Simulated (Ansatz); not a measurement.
Relaxed Ru (hcp, Mg type):

```yaml
crystal:
  lattice:
    - [5.40913, 0.00000, 0.00000]
    - [-1.35228, 2.34222, 0.00000]
    - [0.00000, 0.00000, 4.26009]
  atoms:
    - { symbol: Ru, position: [0.16667, 0.66667, 0.75000] }
    - { symbol: Ru, position: [0.66667, 0.66667, 0.75000] }
    - { symbol: Ru, position: [0.33333, 0.33333, 0.25000] }
    - { symbol: Ru, position: [0.83333, 0.33333, 0.25000] }
```

A phonon eigenvector at M = (0.5, 0.0, 0.0) is frozen into this cell: atom i moves by Q times the vector below, so Q is the largest atomic displacement, in Å. The cell is held. (q is in reciprocal vectors of the primitive cell; the cell shown is doubled to hold the pattern.)

```json
[
 {"atom": "Ru1", "x": "0.000", "y": "0.000", "z": "-1.000"},
 {"atom": "Ru2", "x": "0.000", "y": "0.000", "z": "1.000"},
 {"atom": "Ru3", "x": "0.000", "y": "0.000", "z": "-1.000"},
 {"atom": "Ru4", "x": "0.000", "y": "0.000", "z": "1.000"}
]
```

Computed with r2SCAN (plane waves to 500 eV, PAW, scalar-relativistic; Ansatz, an electronic-structure program). k mesh 10×20×11 (Γ-centred), Fermi-Dirac smearing 0.05 eV. Energies are smeared free energies. With partly filled bands, energies and forces of such displacements shift with the k mesh and the smearing. Ru is run without spin polarisation. Ru was relaxed with its symmetry unable to fall. The zero of ΔE is the undisplaced structure.

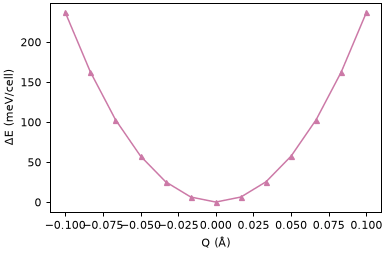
Fig. 1. ΔE (meV/cell) against Q (Å); markers are the computed points, lines only join them.

Q: What is the energy change at Q = 0.100 Å?

A: About 240 meV/cell.

Q: What harmonic wavenumber does the curvature at Q = 0 give?

A: About 170 cm⁻¹.

(A displaced cell: forces are minus the slopes of the energy, force constants its curvatures, and phonons follow from these.)
